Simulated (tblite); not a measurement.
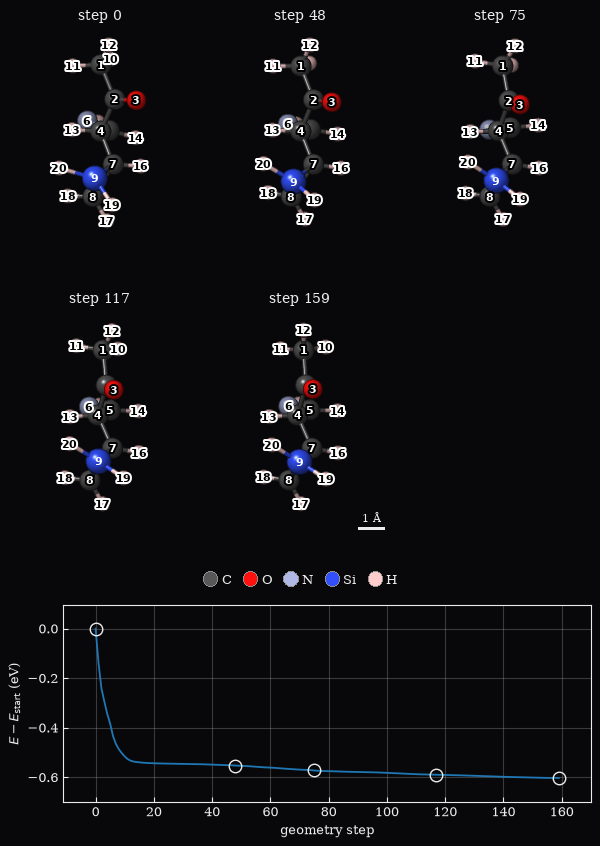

Frames of a relaxation of C6H11NOSi, marked on the history of the run. The picture is a ball-and-stick view, seen from a free direction.

Theory: tblite 0.8.0, GFN2-xTB geometry optimisation, gas phase. 

Q: Describe the path.

A: Over 159 geometry steps the energy falls by 0.603 eV. The atom that moves furthest after the best rigid fit is the O atom (1.04 Å). By element the largest moves are O 1.04 Å, H 0.71 Å, C 0.40 Å, Si 0.19 Å, N 0.12 Å. Near-neighbour distances that change, for instance: C–Si 1.841 → 1.889 Å, C–C 1.491 → 1.532 Å, H–Si 1.487 → 1.448 Å, C–N 1.287 → 1.256 Å. Bond angles that change, for instance: C–Si–H 105.3° → 117.5°, C–Si–H 105.7° → 116.2°, Si–C–H 112.5° → 121.8°. Groups turn about C–C by about 25°, C–C by about 25°. From step 0 to 48: H atoms move most (0.29 Å), energy −0.552 eV. From step 48 to 75: the O atom moves most (0.52 Å), energy −0.020 eV. From step 75 to 117: H atoms move most (0.29 Å), energy −0.017 eV. From step 117 to 159: an H atom moves most (0.44 Å), energy −0.013 eV.

| step | E − E(0), eV |
| --- | --- |
| 0 | 0.0000 |
| 1 | -0.1380 |
| 2 | -0.2410 |
| 3 | -0.2940 |
| 4 | -0.3442 |
| 5 | -0.3836 |
| 6 | -0.4343 |
| 7 | -0.4660 |
| 8 | -0.4870 |
| 9 | -0.5026 |
| 10 | -0.5159 |
| 18 | -0.5424 |
| 26 | -0.5450 |
| 34 | -0.5465 |
| 41 | -0.5491 |
| 49 | -0.5530 |
| 57 | -0.5591 |
| 65 | -0.5652 |
| 73 | -0.5704 |
| 81 | -0.5754 |
| 88 | -0.5779 |
| 96 | -0.5801 |
| 104 | -0.5840 |
| 112 | -0.5881 |
| 120 | -0.5903 |
| 128 | -0.5930 |
| 135 | -0.5957 |
| 143 | -0.5989 |
| 151 | -0.6018 |
| 159 | -0.6026 |
